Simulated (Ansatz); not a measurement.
# CH7NOSSi: single points with varied inputs

Aim: run CH7NOSSi under a spread of inputs, and see what each costs and gives.

Method: the settings change from run to run; program: Ansatz 0.2.0, Gaussian basis.

**1. The geometry**

The structure was relaxed beforehand with PBE0-D4 in a triple-zeta def2 set.

SMILES `C[Si](N)(O)S`, 12 atoms, charge 0, spin multiplicity 1.

Atoms are counted from 1 here; the program's logs count them from 0.

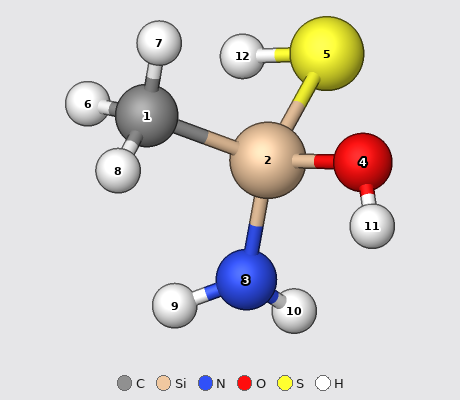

The structure; carbon grey, silicon light orange, nitrogen blue, oxygen red, sulfur yellow, hydrogen white; atoms are numbered from 1 in the order of the file.

**2. PBE0-DH/aug-cc-pVTZ**

Options: multiplicity 3, density fitting with def2-universal-jkfit.

in.yaml

```yaml
crystal:
  periodic: [false, false, false]
  atoms:
    - {symbol: C, position_ang: [-1.271006, 0.723512, -0.392964]}
    - {symbol: Si, position_ang: [0.211689, -0.053048, 0.412750]}
    - {symbol: N, position_ang: [0.742385, -1.319040, -0.608944]}
    - {symbol: O, position_ang: [-0.111564, -0.624622, 1.920983]}
    - {symbol: S, position_ang: [1.721639, 1.395208, 0.876460]}
    - {symbol: H, position_ang: [-1.004799, 1.227944, -1.325103]}
    - {symbol: H, position_ang: [-1.709073, 1.465397, 0.277392]}
    - {symbol: H, position_ang: [-2.033628, -0.028468, -0.615102]}
    - {symbol: H, position_ang: [0.403761, -1.386061, -1.554242]}
    - {symbol: H, position_ang: [1.664354, -1.713335, -0.515657]}
    - {symbol: H, position_ang: [-0.380730, -1.543980, 1.956830]}
    - {symbol: H, position_ang: [1.844070, 1.801494, -0.398202]}
basis:
  gaussian: {orbitals: aug-cc-pVTZ, fitting: {mean_field: def2-universal-jkfit}}
magnetization: {spin_polarized: true, initial_magnetization: 2}
hamiltonian: {xc: {name: PBE0-DH}}
output: {forces: true}
```

Launch:

```bash
$ ansatz run in.yaml --threads 4 --pin off --events-out ev --progress --plain --max-ram 10444MiB
```

Log, shortened:

```text
Functional definition: PBE0-DH
  name "PBE0-DH"
  cite "Brémond & Adamo, J. Chem. Phys. 135, 024106 (2011) doi:10.1063/1.3604569"
  cite "Perdew, Burke & Ernzerhof, Phys. Rev. Lett. 77, 3865 (1996) doi:10.1103/PhysRevLett.77.3865"
[...]
611 factors; integrals over basis functions are off by at most 1.1e0 eV
[...]
mean field -23385.00771264 eV, -859.3831825121 hartree, gradient 7.5e-6 eV, S^2 2.008936; 5 other end points of the search recorded, 0 dependent functions left out
13 core orbitals not correlated: weight in the atoms' cores, before any rotation towards them, 1.000 or more for the frozen orbitals, at most 0.000 for the correlated occupied ones
reference -23385.00776108 eV, -859.3831842921 hartree; 17, 15 occupied and 369, 371 virtual orbitals, 611 factors
second order -31.10724474 eV of doubles, -0.00000000 eV of singles
[...]
Total energy: -23388.89616667 eV, -859.5260805620 hartree
Atom 0 at    -1.271006     0.723512    -0.392964 Å, force     0.142476     0.450591     0.058275 eV/Å
Atom 1 at     0.211689    -0.053048     0.412750 Å, force    -1.398441    -1.216294    -0.160291 eV/Å
Atom 2 at     0.742385    -1.319040    -0.608944 Å, force     0.388131     0.187314     0.277296 eV/Å
Atom 3 at    -0.111564    -0.624622     1.920983 Å, force     0.125247    -0.048893    -0.173146 eV/Å
Atom 4 at     1.721639     1.395208     0.876460 Å, force     0.130571    -0.891054     4.351197 eV/Å
Atom 5 at    -1.004799     1.227944    -1.325103 Å, force     0.057853    -0.034469     0.092351 eV/Å
Atom 6 at    -1.709073     1.465397     0.277392 Å, force    -0.027370    -0.078061    -0.080358 eV/Å
Atom 7 at    -2.033628    -0.028468    -0.615102 Å, force     0.216271    -0.001092     0.142071 eV/Å
Atom 8 at     0.403761    -1.386061    -1.554242 Å, force     0.149056     0.195825     0.065388 eV/Å
Atom 9 at     1.664354    -1.713335    -0.515657 Å, force    -0.132963    -0.063606    -0.064101 eV/Å
Atom 10 at    -0.380730    -1.543980     1.956830 Å, force    -0.003232     0.105305     0.004913 eV/Å
Atom 11 at     1.844070     1.801494    -0.398202 Å, force     0.352402     1.394433    -4.513594 eV/Å
Dipole moment:    -0.376649    -0.648286     0.086897 e Å
```

Wall time 86 s (4 threads of Arm Neoverse V2, shared host); peak memory 1.7 GiB.

Largest force 4.737 eV/Å, dipole 3.63 D, ⟨S²⟩ 2.009.

**3. PBEsol/aug-cc-pVTZ**

This run has multiplicity 3, atoms shaken by 0.03 Å, density fitting with cc-pVTZ-jkfit, D3(BJ) with three-body dispersion.

in.yaml

```yaml
crystal:
  periodic: [false, false, false]
  atoms:
    - {symbol: C, position_ang: [-1.292332, 0.725359, -0.382431]}
    - {symbol: Si, position_ang: [0.179958, -0.072696, 0.388259]}
    - {symbol: N, position_ang: [0.752641, -1.311567, -0.672184]}
    - {symbol: O, position_ang: [-0.094586, -0.629910, 1.909595]}
    - {symbol: S, position_ang: [1.710287, 1.426592, 0.940318]}
    - {symbol: H, position_ang: [-1.025214, 1.203031, -1.289747]}
    - {symbol: H, position_ang: [-1.692762, 1.515535, 0.238631]}
    - {symbol: H, position_ang: [-2.085113, 0.002844, -0.621954]}
    - {symbol: H, position_ang: [0.367706, -1.409279, -1.530018]}
    - {symbol: H, position_ang: [1.664494, -1.728697, -0.517994]}
    - {symbol: H, position_ang: [-0.386363, -1.551047, 1.935575]}
    - {symbol: H, position_ang: [1.912662, 1.803427, -0.410504]}
basis:
  gaussian: {orbitals: aug-cc-pVTZ, fitting: {mean_field: cc-pVTZ-jkfit}}
magnetization: {spin_polarized: true, initial_magnetization: 2}
hamiltonian: {xc: {name: PBEsol}, dispersion: d3bjatm}
```

Launched as before.

Log:

```text
Functional definition: PBEsol
  name "PBEsol"
  cite "Perdew et al., Phys. Rev. Lett. 100, 136406 (2008) doi:10.1103/PhysRevLett.100.136406"
  cite "Perdew, Burke & Ernzerhof, Phys. Rev. Lett. 77, 3865 (1996) doi:10.1103/PhysRevLett.77.3865"
  parent pbesol
  exchange = pbesol_x
  correlation = pbesol_c
689 factors; integrals over basis functions are off by at most 7.3e-1 eV
mean field evaluation 1: about -23309.2250 eV, gradient 8.4e1 eV
mean field evaluation 2: about -23069.2931 eV, gradient 2.0e2 eV
mean field evaluation 4: about -23319.0217 eV, gradient 5.4e1 eV
mean field evaluation 8: about -23338.8600 eV, gradient 1.9e0 eV
mean field evaluation 16: about -23338.8825 eV, gradient 4.0e-2 eV
mean field evaluation 32: about -23338.1987 eV, gradient 4.0e0 eV
mean field evaluation 64: about -23337.8117 eV, gradient 3.8e0 eV
mean field -23338.88247670 eV, -857.6881113559 hartree, gradient 1.8e-5 eV, S^2 2.003171; 6 other end points of the search recorded, 0 dependent functions left out
reference -23338.88254777 eV, -857.6881139678 hartree; 30, 28 occupied and 369, 371 virtual orbitals, 689 factors
Total energy: -23339.00374699 eV, -857.6925679569 hartree
```

Run time: 27 s. Hardware: 4 threads of Arm Neoverse V2, shared host; peak memory 1.5 GiB.

⟨S²⟩ 2.003.

**4. PBEsol/6-31G***

Options: a point charge of -1.00 e beside it, the search for lower states set to off.

in.yaml

```yaml
crystal:
  periodic: [false, false, false]
  atoms:
    - {symbol: C, position_ang: [-1.271006, 0.723512, -0.392964]}
    - {symbol: Si, position_ang: [0.211689, -0.053048, 0.412750]}
    - {symbol: N, position_ang: [0.742385, -1.319040, -0.608944]}
    - {symbol: O, position_ang: [-0.111564, -0.624622, 1.920983]}
    - {symbol: S, position_ang: [1.721639, 1.395208, 0.876460]}
    - {symbol: H, position_ang: [-1.004799, 1.227944, -1.325103]}
    - {symbol: H, position_ang: [-1.709073, 1.465397, 0.277392]}
    - {symbol: H, position_ang: [-2.033628, -0.028468, -0.615102]}
    - {symbol: H, position_ang: [0.403761, -1.386061, -1.554242]}
    - {symbol: H, position_ang: [1.664354, -1.713335, -0.515657]}
    - {symbol: H, position_ang: [-0.380730, -1.543980, 1.956830]}
    - {symbol: H, position_ang: [1.844070, 1.801494, -0.398202]}
basis:
  gaussian: {orbitals: "6-31G*", point_charges: [{charge: -1.00, position_ang: [6.310, 0.917, -0.743]}]}
hamiltonian: {xc: {name: PBEsol}}
scf: {lower_state_search: off}
```

The command is unchanged.

Log, shortened:

```text
Functional definition: PBEsol
  name "PBEsol"
  cite "Perdew et al., Phys. Rev. Lett. 100, 136406 (2008) doi:10.1103/PhysRevLett.100.136406"
  cite "Perdew, Burke & Ernzerhof, Phys. Rev. Lett. 77, 3865 (1996) doi:10.1103/PhysRevLett.77.3865"
  parent pbesol
[...]
1214 factors; their error is unknown
[...]
mean field -23339.41970137 eV, -857.7078539986 hartree, gradient 6.2e-6 eV, S^2 0.000000; 0 other end points of the search recorded, 0 dependent functions left out
reference -23339.41973515 eV, -857.7078552399 hartree; 29, 29 occupied and 68, 68 virtual orbitals, 1214 factors
Total energy: -23339.41973515 eV, -857.7078552399 hartree
Checks for a lower state left out: stability, starts, cluster_reference, orbital_swaps, neighbouring_geometries, increment
```

Run time: 0.5 s. Hardware: 4 threads of Arm Neoverse V2, shared host.

**5. PBEsol/aug-cc-pVTZ**

in.yaml: that of step 4 with these lines changed.

```diff
@@ -16,4 +16,4 @@
 basis:
-  gaussian: {orbitals: "6-31G*", point_charges: [{charge: -1.00, position_ang: [6.310, 0.917, -0.743]}]}
+  gaussian: {orbitals: aug-cc-pVTZ}
 hamiltonian: {xc: {name: PBEsol}}
-scf: {lower_state_search: off}
+output: {forces: true}
```

Launched as before.

Log, shortened:

```text
Functional definition: PBEsol
  name "PBEsol"
  cite "Perdew et al., Phys. Rev. Lett. 100, 136406 (2008) doi:10.1103/PhysRevLett.100.136406"
  cite "Perdew, Burke & Ernzerhof, Phys. Rev. Lett. 77, 3865 (1996) doi:10.1103/PhysRevLett.77.3865"
  parent pbesol
[...]
1740 factors; their error is unknown
[...]
mean field -23343.98460334 eV, -857.8756110516 hartree, gradient 3.3e-5 eV, S^2 0.000000; 0 other end points of the search recorded, 0 dependent functions left out
[...]
reference -23343.98467293 eV, -857.8756136091 hartree; 29, 29 occupied and 370, 370 virtual orbitals, 1740 factors
Total energy: -23343.98467293 eV, -857.8756136091 hartree
Atom 0 at    -1.271006     0.723512    -0.392964 Å, force     0.098775    -0.064953     0.034596 eV/Å
Atom 1 at     0.211689    -0.053048     0.412750 Å, force    -0.085776     0.280388    -0.321985 eV/Å
Atom 2 at     0.742385    -1.319040    -0.608944 Å, force    -0.135907    -0.101133     0.155993 eV/Å
Atom 3 at    -0.111564    -0.624622     1.920983 Å, force     0.078453     0.388963     0.532499 eV/Å
Atom 4 at     1.721639     1.395208     0.876460 Å, force     0.150966     0.047490     0.460387 eV/Å
Atom 5 at    -1.004799     1.227944    -1.325103 Å, force     0.074051     0.141498    -0.246248 eV/Å
Atom 6 at    -1.709073     1.465397     0.277392 Å, force    -0.115040     0.200237     0.185729 eV/Å
Atom 7 at    -2.033628    -0.028468    -0.615102 Å, force    -0.202812    -0.204637    -0.054568 eV/Å
Atom 8 at     0.403761    -1.386061    -1.554242 Å, force    -0.162545    -0.035277    -0.448593 eV/Å
Atom 9 at     1.664354    -1.713335    -0.515657 Å, force     0.434779    -0.190253     0.041323 eV/Å
Atom 10 at    -0.380730    -1.543980     1.956830 Å, force    -0.157866    -0.564965     0.019536 eV/Å
Atom 11 at     1.844070     1.801494    -0.398202 Å, force     0.022923     0.102641    -0.358668 eV/Å
Dipole moment:    -0.169132    -0.350418    -0.538745 e Å
```

It took 5.5 s on 4 threads of Arm Neoverse V2, shared host; peak memory 0.82 GiB.

Largest force 0.664 eV/Å, dipole 3.19 D.

**6. PBE-QIDH/cc-pVTZ**

This run has unrestricted orbitals, relativity set to scalar.

in.yaml: that of step 5 with these lines changed.

```diff
@@ -16,4 +16,5 @@
 basis:
-  gaussian: {orbitals: aug-cc-pVTZ}
-hamiltonian: {xc: {name: PBEsol}}
+  gaussian: {orbitals: cc-pVTZ}
+magnetization: {spin_polarized: true, initial_magnetization: 0}
+hamiltonian: {xc: {name: PBE-QIDH}, pseudopotentials: {relativity: scalar}}
 output: {forces: true}
```

Launched as before.

Log, shortened:

```text
Functional definition: PBE-QIDH
  name "PBE-QIDH"
  cite "Brémond, Sancho-García, Pérez-Jiménez & Adamo, J. Chem. Phys. 141, 031101 (2014) doi:10.1063/1.4890314"
  cite "Perdew, Burke & Ernzerhof, Phys. Rev. Lett. 77, 3865 (1996) doi:10.1103/PhysRevLett.77.3865"
[...]
1459 factors; integrals over basis functions are off by at most 1.1e-3 eV
[...]
mean field -23423.89362489 eV, -860.8122134294 hartree, gradient 6.3e-6 eV, S^2 0.000000; 0 other end points of the search recorded, 0 dependent functions left out
13 core orbitals not correlated: weight in the atoms' cores, before any rotation towards them, 1.000 or more for the frozen orbitals, at most 0.000 for the correlated occupied ones
reference -23423.89363735 eV, -860.8122138873 hartree; 16, 16 occupied and 227, 227 virtual orbitals, 1459 factors
second order -28.56471026 eV of doubles, -0.00000000 eV of singles
[...]
Atom 2 at     0.742385    -1.319040    -0.608944 Å, force     0.102027    -0.076265    -0.140508 eV/Å
Atom 3 at    -0.111564    -0.624622     1.920983 Å, force    -0.073513    -0.281614     0.024959 eV/Å
Atom 4 at     1.721639     1.395208     0.876460 Å, force    -0.023776     0.027122    -0.188795 eV/Å
Atom 5 at    -1.004799     1.227944    -1.325103 Å, force    -0.043562    -0.087481     0.156540 eV/Å
Atom 6 at    -1.709073     1.465397     0.277392 Å, force     0.070562    -0.121712    -0.113561 eV/Å
Atom 7 at    -2.033628    -0.028468    -0.615102 Å, force     0.134724     0.125653     0.037326 eV/Å
Atom 8 at     0.403761    -1.386061    -1.554242 Å, force     0.096794     0.026726     0.217563 eV/Å
Atom 9 at     1.664354    -1.713335    -0.515657 Å, force    -0.217013     0.095211    -0.036911 eV/Å
Atom 10 at    -0.380730    -1.543980     1.956830 Å, force     0.088276     0.314845    -0.041398 eV/Å
Atom 11 at     1.844070     1.801494    -0.398202 Å, force    -0.017305    -0.052777     0.174843 eV/Å
Dipole moment:    -0.164263    -0.380276    -0.558130 e Å
```

Run time: 22 s. Hardware: 4 threads of Arm Neoverse V2, shared host; peak memory 1.3 GiB.

Largest force 0.330 eV/Å, dipole 3.34 D, ⟨S²⟩ 0.000.

**7. B2PLYP/6-31G**

in.yaml: that of step 6 with these lines changed.

```diff
@@ -16,5 +16,3 @@
 basis:
-  gaussian: {orbitals: cc-pVTZ}
-magnetization: {spin_polarized: true, initial_magnetization: 0}
-hamiltonian: {xc: {name: PBE-QIDH}, pseudopotentials: {relativity: scalar}}
-output: {forces: true}
+  gaussian: {orbitals: 6-31G}
+hamiltonian: {xc: {name: B2PLYP}}
```

Launched as before.

Log, shortened:

```text
Functional definition: B2PLYP
  name "B2PLYP"
  cite "Grimme, J. Chem. Phys. 124, 034108 (2006) doi:10.1063/1.2148954"
  cite "Becke, Phys. Rev. A 38, 3098 (1988) doi:10.1103/PhysRevA.38.3098"
  cite "Lee, Yang & Parr, Phys. Rev. B 37, 785 (1988) doi:10.1103/PhysRevB.37.785"
[...]
838 factors; integrals over basis functions are off by at most 2.7e-4 eV
[...]
mean field -23380.80649455 eV, -859.2287905950 hartree, gradient 5.3e-6 eV, S^2 0.000000; 0 other end points of the search recorded, 0 dependent functions left out
13 core orbitals not correlated: weight in the atoms' cores, before any rotation towards them, 1.000 or more for the frozen orbitals, at most 0.000 for the correlated occupied ones
reference -23380.80665198 eV, -859.2287963803 hartree; 16, 16 occupied and 38, 38 virtual orbitals, 838 factors
second order -14.51813625 eV of doubles, -0.00000000 eV of singles
Total energy: -23384.72654877 eV, -859.3728499302 hartree
```

It took 0.95 s on 4 threads of Arm Neoverse V2, shared host.

**8. PBE0-DH/def2-mTZVPP**

Options: unrestricted orbitals, the search for lower states set to full.

in.yaml: that of step 7 with these lines changed.

```diff
@@ -16,3 +16,5 @@
 basis:
-  gaussian: {orbitals: 6-31G}
-hamiltonian: {xc: {name: B2PLYP}}
+  gaussian: {orbitals: def2-mTZVPP}
+magnetization: {spin_polarized: true, initial_magnetization: 0}
+hamiltonian: {xc: {name: PBE0-DH}}
+scf: {lower_state_search: full}
```

Same command.

Log, shortened:

```text
Functional definition: PBE0-DH
  name "PBE0-DH"
  cite "Brémond & Adamo, J. Chem. Phys. 135, 024106 (2011) doi:10.1063/1.3604569"
  cite "Perdew, Burke & Ernzerhof, Phys. Rev. Lett. 77, 3865 (1996) doi:10.1103/PhysRevLett.77.3865"
[...]
1436 factors; integrals over basis functions are off by at most 1.3e-3 eV
[...]
mean field -23389.87037972 eV, -859.5618822312 hartree, gradient 4.6e-6 eV, S^2 0.000000; 0 other end points of the search recorded, 0 dependent functions left out
13 core orbitals not correlated: weight in the atoms' cores, before any rotation towards them, 1.000 or more for the frozen orbitals, at most 0.000 for the correlated occupied ones
reference -23389.87039721 eV, -859.5618828739 hartree; 16, 16 occupied and 127, 127 virtual orbitals, 1436 factors
second order -27.01063877 eV of doubles, -0.00000000 eV of singles
Total energy: -23393.24672706 eV, -859.6859607072 hartree
```

Run time: 3.4 s. Hardware: 4 threads of Arm Neoverse V2, shared host.

⟨S²⟩ 0.000.

**9. r2SCAN/aug-pcseg-2**

This run has rVV10 dispersion.

in.yaml: that of step 8 with these lines changed.

```diff
@@ -16,5 +16,3 @@
 basis:
-  gaussian: {orbitals: def2-mTZVPP}
-magnetization: {spin_polarized: true, initial_magnetization: 0}
-hamiltonian: {xc: {name: PBE0-DH}}
-scf: {lower_state_search: full}
+  gaussian: {orbitals: aug-pcseg-2}
+hamiltonian: {xc: {name: r2SCAN}, dispersion: rvv10}
```

The command is unchanged.

Log, shortened:

```text
Functional definition: r2SCAN+rVV10
  name "r2SCAN+rVV10"
  cite "Furness, Kaplan, Ning, Perdew & Sun, J. Phys. Chem. Lett. 11, 8208 (2020) doi:10.1021/acs.jpclett.0c02405"
  cite "Furness, Kaplan, Ning, Perdew & Sun, J. Phys. Chem. Lett. 11, 9248 (2020) doi:10.1021/acs.jpclett.0c03077"
  cite "Vydrov & Van Voorhis, J. Chem. Phys. 133, 244103 (2010) doi:10.1063/1.3521275"
  cite "Sabatini, Gorni & de Gironcoli, Phys. Rev. B 87, 041108(R) (2013) doi:10.1103/PhysRevB.87.041108"
  cite "Ning et al., Phys. Rev. B 106, 075422 (2022) doi:10.1103/PhysRevB.106.075422"
  parent "r2scan"
[...]
1674 factors; their error is unknown
[...]
mean field -23401.68150585 eV, -859.9959331105 hartree, gradient 4.1e-5 eV, S^2 0.000000; 0 other end points of the search recorded, 0 dependent functions left out
reference -23401.68153308 eV, -859.9959341114 hartree; 29, 29 occupied and 370, 370 virtual orbitals, 1674 factors
Total energy: -23401.68153308 eV, -859.9959341114 hartree
```

Run time: 11 s. Hardware: 4 threads of Arm Neoverse V2, shared host; peak memory 0.87 GiB.

**10. revPBE/STO-3G**

Set apart from the defaults: a point charge of 2.00 e beside it, D4 dispersion.

in.yaml: that of step 9 with these lines changed.

```diff
@@ -16,3 +16,4 @@
 basis:
-  gaussian: {orbitals: aug-pcseg-2}
-hamiltonian: {xc: {name: r2SCAN}, dispersion: rvv10}
+  gaussian: {orbitals: STO-3G, point_charges: [{charge: 2.00, position_ang: [4.649, 0.312, 0.306]}]}
+hamiltonian: {xc: {name: revPBE}, dispersion: d4}
+output: {forces: true}
```

Launched as before.

Log, shortened:

```text
Functional definition: revPBE
  name "revPBE"
  cite "Zhang & Yang, Phys. Rev. Lett. 80, 890 (1998) doi:10.1103/PhysRevLett.80.890"
  cite "Perdew, Burke & Ernzerhof, Phys. Rev. Lett. 77, 3865 (1996) doi:10.1103/PhysRevLett.77.3865"
[...]
502 factors; integrals over basis functions are off by at most 3.9e-5 eV
[...]
mean field -23125.26854552 eV, -849.8379441778 hartree, gradient 4.1e-5 eV, S^2 0.000000; 0 other end points of the search recorded, 0 dependent functions left out
[...]
reference -23125.26857849 eV, -849.8379453893 hartree; 29, 29 occupied and 11, 11 virtual orbitals, 502 factors
Total energy: -23126.12030547 eV, -849.8692457787 hartree
Atom 0 at    -1.271006     0.723512    -0.392964 Å, force     0.279696     0.204208    -0.192568 eV/Å
Atom 1 at     0.211689    -0.053048     0.412750 Å, force    -1.498134    -0.256248    -0.453383 eV/Å
Atom 2 at     0.742385    -1.319040    -0.608944 Å, force    -0.185774     0.878638     0.960532 eV/Å
Atom 3 at    -0.111564    -0.624622     1.920983 Å, force     1.252111     3.264707     2.035624 eV/Å
Atom 4 at     1.721639     1.395208     0.876460 Å, force     1.567924    -0.328797     0.564514 eV/Å
Atom 5 at    -1.004799     1.227944    -1.325103 Å, force    -0.000871     0.242928    -0.437143 eV/Å
Atom 6 at    -1.709073     1.465397     0.277392 Å, force    -0.267748     0.339003     0.267204 eV/Å
Atom 7 at    -2.033628    -0.028468    -0.615102 Å, force    -0.266784    -0.303417    -0.065546 eV/Å
Atom 8 at     0.403761    -1.386061    -1.554242 Å, force    -0.628721    -0.324239    -1.727224 eV/Å
Atom 9 at     1.664354    -1.713335    -0.515657 Å, force     1.539987    -1.142636    -0.009747 eV/Å
Atom 10 at    -0.380730    -1.543980     1.956830 Å, force    -1.112383    -3.408566    -0.414391 eV/Å
Atom 11 at     1.844070     1.801494    -0.398202 Å, force    -0.200079     0.484521    -0.884911 eV/Å
Dipole moment:    -0.467163    -0.428855    -0.490765 e Å
```

Run time: 0.55 s. Hardware: 4 threads of Arm Neoverse V2, shared host.

Largest force 4.046 eV/Å, dipole 3.85 D.

**11. The runs in one table**

```tsv
level	charge	multiplicity	geometry	functions	energy (eV)	time
PBE0-DH/aug-cc-pVTZ	0	3	relaxed	399	-23388.896	86 s
PBEsol/aug-cc-pVTZ	0	3	shaken	399	-23339.004	27 s
PBEsol/6-31G*	0	1	relaxed, point charge	97	-23339.420	0.5 s
PBEsol/aug-cc-pVTZ	0	1	relaxed	399	-23343.985	5.5 s
PBE-QIDH/cc-pVTZ	0	1	relaxed	256	-23433.415	22 s
B2PLYP/6-31G	0	1	relaxed	67	-23384.727	0.95 s
PBE0-DH/def2-mTZVPP	0	1	relaxed	156	-23393.247	3.4 s
r2SCAN/aug-pcseg-2	0	1	relaxed	399	-23401.682	11 s
revPBE/STO-3G	0	1	relaxed, point charge	40	-23126.120	0.55 s
```

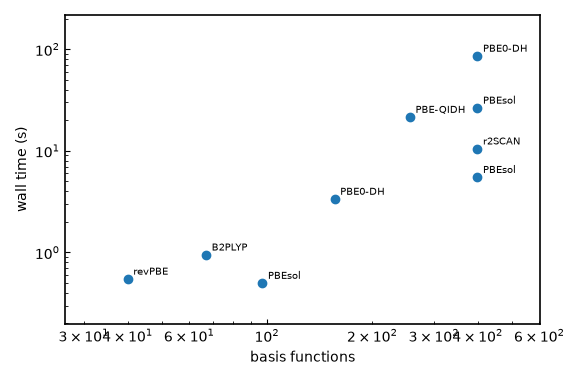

Wall time against the number of basis functions (shared host).

**12. Summary of results**

| quantity | value |
| --- | --- |
| runs | 9 |
| quickest | PBEsol/6-31G*, 0.5 s |
| slowest | PBE0-DH/aug-cc-pVTZ, 86 s |
| spread of total energies, same state and geometry | 89.4 eV |
| dipole, same state and geometry | 3.19 to 3.34 D |

What this shows: Run time spans a factor of 172, from PBEsol/6-31G* to PBE0-DH/aug-cc-pVTZ. The jobs differ in tasks and options as well as level. The totals spread over 89 eV; they can't be compared across methods or bases. Some of these runs are scalar-relativistic and others not, which shifts the totals of all-electron atoms past neon by several eV an atom and more; core potentials, where a basis has them, take the core out of the total altogether. At the PBE0-D4/def2-TZVP geometry and in the same state, the sound runs without point charges leave forces up to 0.66 eV/Å (PBEsol/aug-cc-pVTZ).
